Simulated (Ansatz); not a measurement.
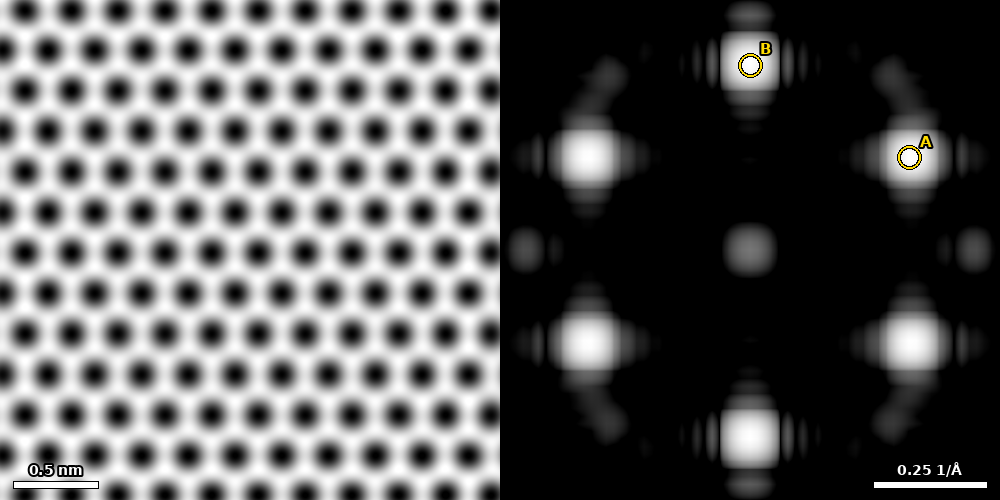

Phase-contrast TEM-like image of LiMgF3 (Pm-3m, No. 221) along [111]. Simulated in the weak-phase-object approximation with neutral-atom potentials: 200 kV, Cs = 0.60 mm, defocus −465 Å (negative is underfocus), defocus spread 40 Å, aperture 0.49 1/Å. Structure: coordinates from a relaxation (final pressure about 15 GPa) with DFT PBEsol, scalar-relativistic, plane waves, PAW in Ansatz; the starting structure was generated, so it need not be a known form of this composition.

The right panel is the modulus of the image's Fourier transform on a logarithmic scale.

a = 3.436 Å, b = 3.436 Å, c = 3.436 Å, α = 90.00°, β = 90.00°, γ = 90.00°

**Index the marked spots and give their plane spacings (the zone axis points at the viewer; indices equivalent by symmetry, or all signs reversed, are as good).**

A: (-1 1 0), d = 2.43 Å; B: (-1 0 1), d = 2.43 Å. A and B enclose 60°, and every spot obeys the zone law hu + kv + lw = 0 for [111].
